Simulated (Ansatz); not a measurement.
# CH₆FOSbSi: basis-set convergence

How large a basis does CH₆FOSbSi need? Two functionals are run in growing sets.

Computed with Ansatz 0.2.0, Gaussian basis. Level: one geometry, several basis sets.

Plan: PBE0-D4/def2-SVP; ωB97M-V/def2-SVP; PBE0-D4/def2-QZVPP; ωB97M-V/def2-QZVPP; the functionals' def2-TZVPP values are taken from earlier runs.

### Step 1. Structure used throughout

All runs share one geometry, relaxed beforehand with PBE0-D4 in a triple-zeta def2 set. Sb takes the def2 core potential; no spin-orbit term is included.

11 atoms, charge 0, spin multiplicity 1.

Atoms are counted from 1 here; the program's logs count them from 0.

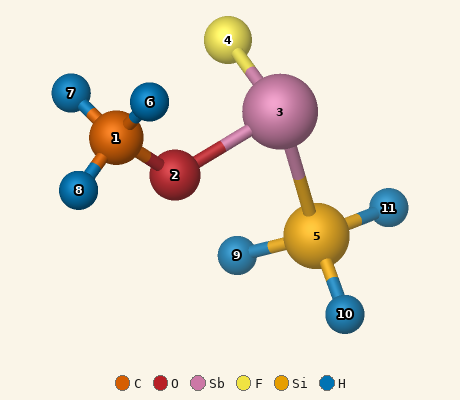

The structure; carbon orange, oxygen red, antimony pink, fluorine yellow, silicon amber, hydrogen blue; atoms are numbered from 1 in the order of the file.

As a file:

| atom | x (Å) | y (Å) | z (Å) |
| --- | --- | --- | --- |
| C1 | -0.5302 | 1.6559 | -1.4767 |
| O2 | -0.1988 | 0.8440 | -0.3707 |
| Sb3 | 0.9076 | -0.7426 | -0.6313 |
| F4 | -0.5058 | -1.9414 | -1.1660 |
| Si5 | 0.6051 | -1.3060 | 1.8896 |
| H6 | 0.2970 | 1.7544 | -2.1925 |
| H7 | -1.4011 | 1.2587 | -2.0086 |
| H8 | -0.7759 | 2.6533 | -1.1039 |
| H9 | -0.8355 | -1.2045 | 2.2278 |
| H10 | 1.4000 | -0.3460 | 2.7016 |
| H11 | 1.1031 | -2.6829 | 2.1515 |

### Step 2. PBE0-D4 in def2-SVP

Contents of in.yaml:

```yaml
crystal:
  periodic: [false, false, false]
  atoms:
    - {symbol: C, position_ang: [-0.530202, 1.655879, -1.476747]}
    - {symbol: O, position_ang: [-0.198830, 0.844017, -0.370683]}
    - {symbol: Sb, position_ang: [0.907610, -0.742557, -0.631251]}
    - {symbol: F, position_ang: [-0.505795, -1.941419, -1.165996]}
    - {symbol: Si, position_ang: [0.605144, -1.306018, 1.889599]}
    - {symbol: H, position_ang: [0.296963, 1.754393, -2.192522]}
    - {symbol: H, position_ang: [-1.401071, 1.258655, -2.008617]}
    - {symbol: H, position_ang: [-0.775935, 2.653344, -1.103899]}
    - {symbol: H, position_ang: [-0.835483, -1.204528, 2.227762]}
    - {symbol: H, position_ang: [1.400024, -0.346008, 2.701563]}
    - {symbol: H, position_ang: [1.103074, -2.682858, 2.151489]}
basis:
  gaussian: {orbitals: def2-SVP}
hamiltonian: {xc: pbe0, dispersion: d4}
output: {orbitals: {seedname: orbitals}}
```

On the command line:

```
> ansatz run in.yaml --threads 4 --pin off --events-out ev --progress --plain --max-ram 11315MiB
```

Log:

```text
Functional definition: PBE0
  name "PBE0"
  cite "Adamo & Barone, J. Chem. Phys. 110, 6158 (1999) doi:10.1063/1.478522"
  cite "Perdew, Burke & Ernzerhof, Phys. Rev. Lett. 77, 3865 (1996) doi:10.1103/PhysRevLett.77.3865"
  parent pbe
  parameter a = 0.25
  parameter kappa = 0.804
  parameter beta = 0.06672455060314922
  exchange = (1 - a)*pbe_x(kappa = kappa, mu = beta*pi^2/3) + a*exact_x
  correlation = pbe_c(beta = beta)
1209 factors; integrals over basis functions are off by at most 1.3e-3 eV
mean field evaluation 1: about -20291.4125 eV, gradient 5.5e1 eV
mean field evaluation 2: about -20272.1497 eV, gradient 1.1e2 eV
mean field evaluation 4: about -20297.4661 eV, gradient 8.1e0 eV
mean field evaluation 8: about -20297.7572 eV, gradient 9.2e-1 eV
mean field evaluation 16: about -20297.7595 eV, gradient 8.5e-5 eV
mean field -20297.75946484 eV, -745.9289020174 hartree, gradient 8.5e-5 eV, S^2 0.000000; 0 other end points of the search recorded, 0 dependent functions left out
reference -20297.75949443 eV, -745.9289031048 hartree; 33, 33 occupied and 83, 83 virtual orbitals, 1209 factors
Total energy: -20297.97919806 eV, -745.9369770644 hartree
```

Wall time 1.1 s (4 threads of Intel Xeon Platinum 8488C, shared host); peak memory 0.53 GiB.

### Step 3. ωB97M-V in def2-SVP

in.yaml: that of step 2 with these lines changed.

```diff
@@ -16,3 +16,3 @@
   gaussian: {orbitals: def2-SVP}
-hamiltonian: {xc: pbe0, dispersion: d4}
+hamiltonian: {xc: {name: wB97M-V}}
 output: {orbitals: {seedname: orbitals}}
```

The command is unchanged.

Log (excerpt; [...] marks lines left out):

```text
Functional definition: wB97M-V
  name "wB97M-V"
  cite "Mardirossian & Head-Gordon, J. Chem. Phys. 144, 214110 (2016) doi:10.1063/1.4952647"
  cite "Becke, J. Chem. Phys. 107, 8554 (1997) doi:10.1063/1.475007"
  cite "Vydrov & Van Voorhis, J. Chem. Phys. 133, 244103 (2010) doi:10.1063/1.3521275"
  # Of w^i u^j: cxij and so on, Table III.
[...]
  gx(w, u) = 1 - cx + cx01*u + cx10*w
  gss(w, u) = css00 + css04*u^4 + css10*w + css20*w^2 + css43*w^4*u^3
  gos(w, u) = cos00 + cos10*w + (cos20 + cos21*u)*w^2 + (cos60 + cos61*u)*w^6
[...]
      + integral(e_c_pw_mod_opposite_spin*gos(b97_w_opposite, b97_u_opposite)) + vv10(b, c)
1209 factors; integrals over basis functions are off by at most 1.3e-3 eV
339 factors; integrals over basis functions are off by at most 7.7e-6 eV
[...]
mean field -20303.09660689 eV, -746.1250383700 hartree, gradient 3.5e-5 eV, S^2 0.000000; 0 other end points of the search recorded, 0 dependent functions left out
reference -20303.09665408 eV, -746.1250401042 hartree; 33, 33 occupied and 83, 83 virtual orbitals, 1209 factors
Total energy: -20303.09665408 eV, -746.1250401042 hartree
```

Run time: 3.6 s. Hardware: 4 threads of Intel Xeon Platinum 8488C, shared host; peak memory 0.53 GiB.

### Step 4. PBE0-D4 in def2-QZVPP

in.yaml: that of step 3 with these lines changed.

```diff
@@ -15,4 +15,4 @@
 basis:
-  gaussian: {orbitals: def2-SVP}
-hamiltonian: {xc: {name: wB97M-V}}
+  gaussian: {orbitals: "def2-QZVPP.json"}
+hamiltonian: {xc: pbe0, dispersion: d4}
 output: {orbitals: {seedname: orbitals}}
```

Same command.

Log:

```text
Functional definition: PBE0
  name "PBE0"
  cite "Adamo & Barone, J. Chem. Phys. 110, 6158 (1999) doi:10.1063/1.478522"
  cite "Perdew, Burke & Ernzerhof, Phys. Rev. Lett. 77, 3865 (1996) doi:10.1103/PhysRevLett.77.3865"
  parent pbe
  parameter a = 0.25
  parameter kappa = 0.804
  parameter beta = 0.06672455060314922
  exchange = (1 - a)*pbe_x(kappa = kappa, mu = beta*pi^2/3) + a*exact_x
  correlation = pbe_c(beta = beta)
1747 factors; their error is unknown
mean field evaluation 1: about -20300.6678 eV, gradient 6.6e1 eV
mean field evaluation 2: about -20266.8099 eV, gradient 1.5e2 eV
mean field evaluation 4: about -20308.7453 eV, gradient 1.2e1 eV
mean field evaluation 8: about -20308.9523 eV, gradient 4.8e-1 eV
mean field evaluation 16: about -20309.0013 eV, gradient 3.3e-4 eV
mean field -20309.00126785 eV, -746.3420306582 hartree, gradient 5.1e-5 eV, S^2 0.000000; 0 other end points of the search recorded, 0 dependent functions left out
reference -20309.00131373 eV, -746.3420323440 hartree; 33, 33 occupied and 470, 470 virtual orbitals, 1747 factors
Total energy: -20309.22101736 eV, -746.3501063036 hartree
```

Run time: 7.5 s. Hardware: 4 threads of Intel Xeon Platinum 8488C, shared host; peak memory 2 GiB.

### Step 5. ωB97M-V in def2-QZVPP

in.yaml: that of step 4 with these lines changed.

```diff
@@ -16,3 +16,3 @@
   gaussian: {orbitals: "def2-QZVPP.json"}
-hamiltonian: {xc: pbe0, dispersion: d4}
+hamiltonian: {xc: {name: wB97M-V}}
 output: {orbitals: {seedname: orbitals}}
```

Same command.

Log (excerpt; [...] marks lines left out):

```text
Functional definition: wB97M-V
  name "wB97M-V"
  cite "Mardirossian & Head-Gordon, J. Chem. Phys. 144, 214110 (2016) doi:10.1063/1.4952647"
  cite "Becke, J. Chem. Phys. 107, 8554 (1997) doi:10.1063/1.475007"
  cite "Vydrov & Van Voorhis, J. Chem. Phys. 133, 244103 (2010) doi:10.1063/1.3521275"
  # Of w^i u^j: cxij and so on, Table III.
[...]
  gx(w, u) = 1 - cx + cx01*u + cx10*w
  gss(w, u) = css00 + css04*u^4 + css10*w + css20*w^2 + css43*w^4*u^3
  gos(w, u) = cos00 + cos10*w + (cos20 + cos21*u)*w^2 + (cos60 + cos61*u)*w^6
[...]
      + integral(e_c_pw_mod_opposite_spin*gos(b97_w_opposite, b97_u_opposite)) + vv10(b, c)
1727 factors; their error is unknown
408 factors; integrals over basis functions are off by at most 1.0e-5 eV
[...]
mean field -20314.59259479 eV, -746.5475081332 hartree, gradient 2.3e-5 eV, S^2 0.000000; 0 other end points of the search recorded, 0 dependent functions left out
reference -20314.59266843 eV, -746.5475108394 hartree; 33, 33 occupied and 470, 470 virtual orbitals, 1727 factors
Total energy: -20314.59266843 eV, -746.5475108394 hartree
```

Wall time 16 s (4 threads of Intel Xeon Platinum 8488C, shared host); peak memory 2.4 GiB.

### Step 6. Density functionals: the series

The def2-TZVPP values come from earlier runs at the same geometry.

| functional | basis | functions | energy (eV) | from the largest (eV) | HOMO (eV) | LUMO (eV) |
| --- | --- | --- | --- | --- | --- | --- |
| PBE0-D4 | def2-SVP | 116 | -20297.9792 | 11.242 | -6.94 | -1.11 |
| PBE0-D4 | def2-TZVPP | 269 | -20308.5069 | 0.714 | -7.06 | -1.37 |
| PBE0-D4 | def2-QZVPP | 503 | -20309.2210 | 0.000 | -7.08 | -1.42 |
| ωB97M-V | def2-SVP | 116 | -20303.0967 | 11.496 | -8.92 | 0.82 |
| ωB97M-V | def2-TZVPP | 269 | -20313.9058 | 0.687 | -9.05 | 0.42 |
| ωB97M-V | def2-QZVPP | 503 | -20314.5927 | 0.000 | -9.08 | 0.30 |

### Step 7. Outcome

| quantity | value |
| --- | --- |
| PBE0-D4: double and triple zeta above quadruple | 11.24, 0.71 eV |
| ωB97M-V: double and triple zeta above quadruple | 11.50, 0.69 eV |

**Reading.** PBE0-D4 gains 10.53 eV from double to triple zeta, then 0.71 eV more. These are total energies; as a rule much of such shifts cancels in differences, which this series doesn't test. The LUMO of ωB97M-V is positive and keeps falling with the basis (0.82 to 0.30 eV): an unbound level that the basis holds in place.

For PBE0-D4 the largest set took about 7 times as long as the smallest (7.5 s against 1.1 s).
